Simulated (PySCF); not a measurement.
| atom | x (Å) | y (Å) | z (Å) |
| --- | --- | --- | --- |
| C | 0.2513 | 0.7683 | -1.0300 |
| O | -0.0359 | 1.2287 | 0.0867 |
| Al | -1.0693 | 0.5772 | 1.5921 |
| O | -1.8689 | -0.6392 | 0.6101 |
| O | 0.1787 | -0.0350 | 2.6497 |
| N | 0.0655 | 1.4838 | -2.1440 |
| O | 0.7941 | -0.3993 | -1.2497 |
| C | 0.9953 | -1.2988 | -0.1497 |
| H | -2.6622 | -1.0542 | 0.9542 |
| H | 0.3173 | 0.4244 | 3.4805 |
| H | 0.2896 | 1.0917 | -3.0472 |
| H | -0.3853 | 2.3839 | -2.0702 |
| H | 0.0318 | -1.7665 | 0.0929 |
| H | 1.7319 | -2.0292 | -0.5007 |
| H | 1.3552 | -0.7611 | 0.7395 |

Geometry: PBE0-D3(BJ)/def2-SVP.

Theory: UKS B3LYP, IGLO-III on Al C N O, pcH-1 on H, non-relativistic, mean-field spin-orbit, GIAO in PySCF.

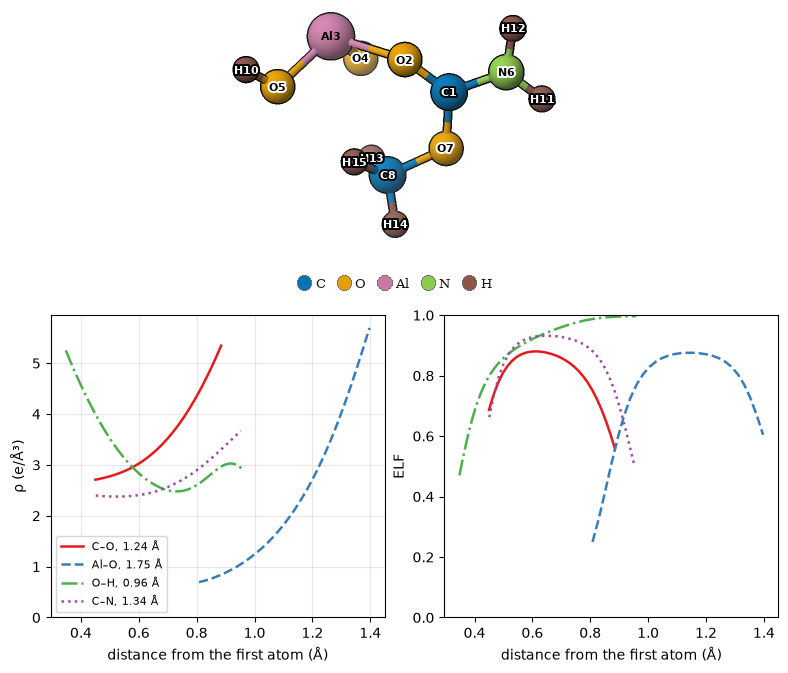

C2H7AlNO4 (doublet). Electron density and ELF along straight lines between neighbouring atoms. The curves leave out the atomic cores. The structure is drawn too.

> What can be read from the curves?

C–O (1.24 Å): the density is about 3.1 e/Å³ at the midpoint; the ELF peaks at about 0.90 between the atoms (a short, strongly polar bond).
Al–O (1.75 Å): ρ is about 0.81 e/Å³ halfway; the ELF peaks at about 0.90 in the valence shell of O, 0.6 Å from its nucleus, and is about 0.50 at the midpoint.
O–H (0.96 Å): the density is about 3.7 e/Å³ at the midpoint; the ELF climbs to about 1 towards the hydrogen, as it does in any bond to H (a covalent bond by its length).
C–N (1.34 Å): ρ is about 2.5 e/Å³ halfway; the ELF peaks at about 0.95 between the atoms (a covalent bond).
